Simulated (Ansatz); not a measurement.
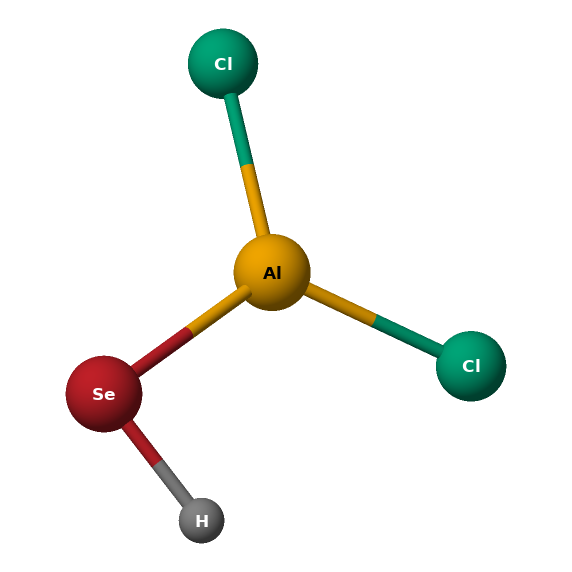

A ball-and-stick model of a molecule.

**Which formula does it have?**

AlCl2HSe, 5 atoms: 1 aluminium, 2 chlorine, 1 hydrogen and 1 selenium.

**How many bonds of each kind are drawn?**

2 Al–Cl, 1 Al–Se, 1 Se–H.

More results for the same structure follow; atom numbers are the same in all pictures, views and colours differ. The computed structure is the end point of a PBE0-D4/def2-TZVP optimisation.

**Symmetry**

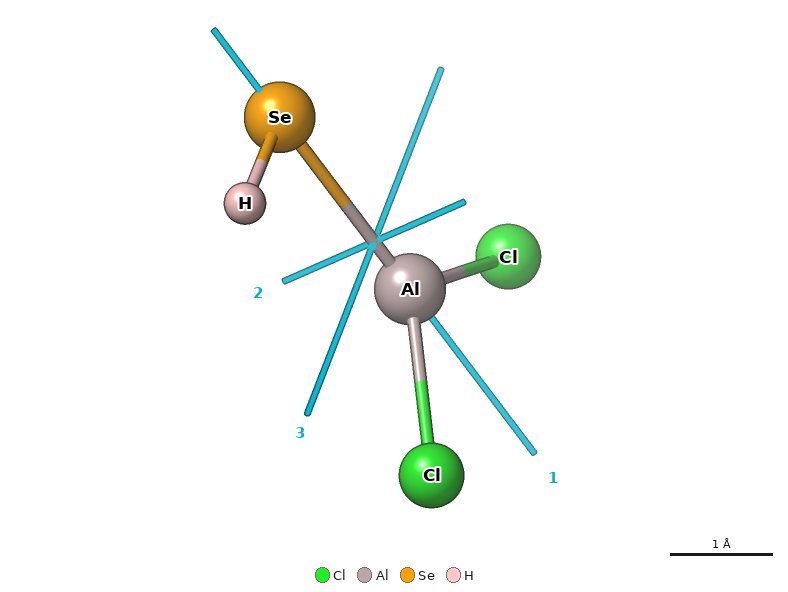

The three principal axes of inertia are drawn and numbered. Atoms fade into the background with distance from the viewer. Masses are those of the most abundant isotopes; constants are for the rigid equilibrium geometry.

**Which line is the a axis (least moment of inertia), which b and which c?**

a is line 1, b is line 3, c is line 2; the moments are 228, 430, 658 u Å².

**Classify the rotor and give the rotational constants (cm⁻¹).**

An asymmetric top (Cs): A = 0.0739, B = 0.0392, C = 0.0256 cm⁻¹. Ray's parameter κ is −0.44, nearer the prolate limit.

**Levels of theory compared**

Program: Ansatz 0.2.0.

Compare HOMO energy (eV), dipole (D), HOMO–LUMO gap (eV) at these levels: B3LYP-D4/def2-TZVPP; PBE-D4/def2-TZVPP; r2SCAN-D4/def2-TZVPP; ωB97M-V/def2-TZVPP.

```
               level  HOMO energy (eV)  dipole (D)  HOMO–LUMO gap (eV)
 B3LYP-D4/def2-TZVPP             −7.56        1.04                6.20
   PBE-D4/def2-TZVPP             −6.68        1.06                4.74
r2SCAN-D4/def2-TZVPP             −6.97        1.04                5.42
  ωB97M-V/def2-TZVPP             −9.95        0.97               10.55
```

**Vibrations**

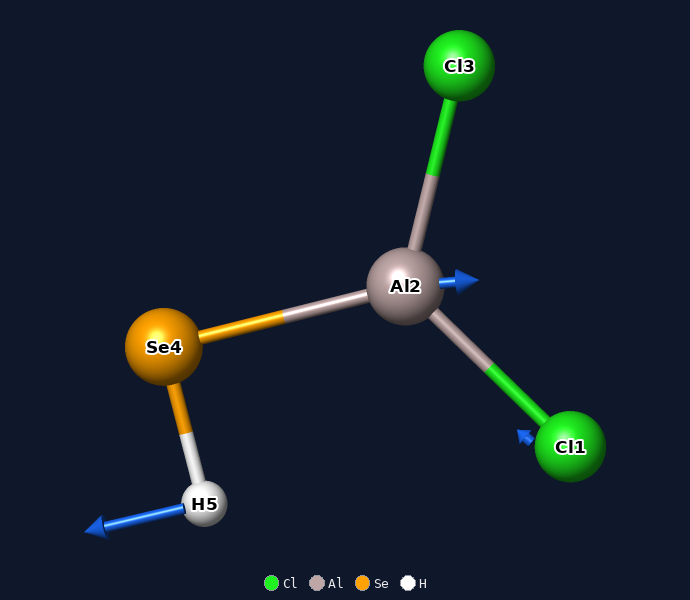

The arrows show one normal mode. Harmonic vibrations computed with RKS PBE0-D4/def2-TZVP (Ansatz 0.2.0) at a stationary point of the same level.

**At what wavenumber does it lie?**

547 cm⁻¹; it is mode 6 of 9 counted from the lowest.

**Charges**

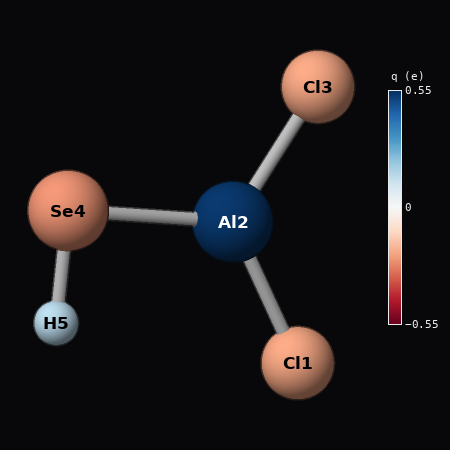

Atoms are coloured by their Mulliken charges. Method: RKS PBE0-D4/def2-TZVP (Ansatz 0.2.0).

**Which atom carries the highest charge (most positive or least negative)?**

Al2 (0.53 e).

**And the lowest?**

Se4 (−0.25 e).

List the Mulliken charges.

| atom | value (e) |
| --- | --- |
| Cl1 | −0.22 |
| Al2 | 0.53 |
| Cl3 | −0.22 |
| Se4 | −0.25 |
| H5 | 0.15 |

Mulliken values depend strongly on the basis set and can even reverse the polarity of a bond.
